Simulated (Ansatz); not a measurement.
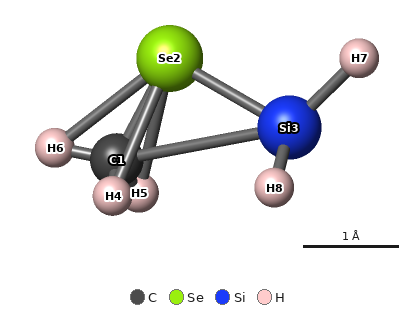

The input geometry (ball-and-stick view, seen at a tilt; atoms are numbered from 1 in the order of the input). Bond lengths as drawn: C–H 0.63 to 0.70 Å, C–Se 1.23 Å, C–Si 2.06 Å, H–Se 1.59 to 1.63 Å, H–Si 0.93 to 1.08 Å and Se–Si 1.59 Å.

**Run report: CH5SeSi, single-point calculation**

System: CH5SeSi, multiplicity 2.
Method: UKS PBE0-DH/def2-SVPD (Ansatz 0.2.0).

Some settings of this run were made unusual or wrong on purpose. The geometry comes from this level: PBE0-D4/def2-TZVP. Figures and captions count atoms from 1; the log counts them from 0 in places.

### Input
```yaml
crystal:
  periodic: [false, false, false]
  atoms:
    - {symbol: C, position_ang: [-0.521329, 0.692846, -0.251889]}
    - {symbol: Se, position_ang: [0.473599, 0.620576, 0.474757]}
    - {symbol: Si, position_ang: [0.764644, -0.888079, 0.060742]}
    - {symbol: H, position_ang: [-0.952441, 0.171295, -0.090256]}
    - {symbol: H, position_ang: [-0.430939, 0.720535, -0.873203]}
    - {symbol: H, position_ang: [-0.878444, 1.245012, -0.074014]}
    - {symbol: H, position_ang: [1.667686, -1.236692, 0.536373]}
    - {symbol: H, position_ang: [0.070225, -1.494897, 0.138688]}
basis:
  gaussian: {orbitals: def2-SVPD, fitting: {mean_field: cc-pVTZ-jkfit}}
magnetization: {spin_polarized: true, initial_magnetization: 1}
hamiltonian: {xc: {name: PBE0-DH}}
output: {forces: true}
```

Command:
```bash
ansatz run in.yaml --threads 4 --pin off --events-out ev --progress --plain --max-ram 10444MiB
```

### What the program printed
```
Functional definition: PBE0-DH
  name "PBE0-DH"
  cite "Brémond & Adamo, J. Chem. Phys. 135, 024106 (2011) doi:10.1063/1.3604569"
  cite "Perdew, Burke & Ernzerhof, Phys. Rev. Lett. 77, 3865 (1996) doi:10.1103/PhysRevLett.77.3865"
  parameter a = 1/2
  parameter c = 1/8
  exchange = (1 - a)*pbe_x + a*exact_x
  correlation = (1 - c)*pbe_c + c*(mp2_os + mp2_ss)
557 factors; integrals over basis functions are off by at most 1.2e-1 eV
mean field evaluation 1: about -74245.8181 eV, gradient 5.0e1 eV
mean field evaluation 2: about -74245.8220 eV, gradient 5.0e1 eV
mean field evaluation 4: about -74254.6335 eV, gradient 4.0e0 eV
mean field evaluation 8: about -74254.7177 eV, gradient 1.0e-1 eV
mean field evaluation 16: about -74254.7180 eV, gradient 5.0e-5 eV
mean field -74254.71803714 eV, -2728.8105562093 hartree, gradient 4.9e-6 eV, S^2 0.756766; 0 other end points of the search recorded, 0 dependent functions left out
15 core orbitals not correlated: weight in the atoms' cores, before any rotation towards them, 0.999 or more for the frozen orbitals, at most 0.000 for the correlated occupied ones
reference -74254.71806961 eV, -2728.8105574024 hartree; 15, 14 occupied and 95, 96 virtual orbitals, 557 factors
second order -16.51789060 eV of doubles, -0.00000000 eV of singles
the calculation of the forces begins
Total energy: -74256.78280593 eV, -2728.8864350628 hartree
Atom 0 at    -0.521329     0.692846    -0.251889 Å, force   -20.822693    -1.577155     3.134953 eV/Å
Atom 1 at     0.473599     0.620576     0.474757 Å, force    59.303071    34.646516    57.810294 eV/Å
Atom 2 at     0.764644    -0.888079     0.060742 Å, force    26.186013    -8.857604   -21.063423 eV/Å
Atom 3 at    -0.952441     0.171295    -0.090256 Å, force   -30.898980   -34.744005     8.655491 eV/Å
Atom 4 at    -0.430939     0.720535    -0.873203 Å, force     9.344313     3.099216   -71.640261 eV/Å
Atom 5 at    -0.878444     1.245012    -0.074014 Å, force   -28.530295    41.726198    11.553447 eV/Å
Atom 6 at     1.667686    -1.236692     0.536373 Å, force    16.753270    -7.504801     8.414665 eV/Å
Atom 7 at     0.070225    -1.494897     0.138688 Å, force   -31.334699   -26.788365     3.134834 eV/Å
Dipole moment:    -0.563193     0.231457    -0.103419 e Å
```

### What the run reported

```json
{"quantity": "outcome", "value": "converged"}
{"quantity": "total energy", "value": "−74256.7828 eV"}
{"quantity": "mean-field energy", "value": "−74254.7181 eV"}
{"quantity": "⟨S²⟩", "value": "0.757"}
{"quantity": "SCF solution under orbital rotations", "value": "stable"}
{"quantity": "largest force (length of the vector)", "value": "89.773 eV/Å"}
{"quantity": "dipole moment", "value": "2.97 D"}
{"quantity": "hardware", "value": "4 threads of Arm Neoverse V1, 23 GiB of memory available, shared host"}
{"quantity": "wall time", "value": "7.5 s (CPU time 29 s)"}
{"quantity": "peak memory", "value": "0.38 GiB"}
```

### What went wrong

The input was spoiled on purpose: squeeze. The run converged all the same; its numbers are those of the faulty input and shouldn't be used.
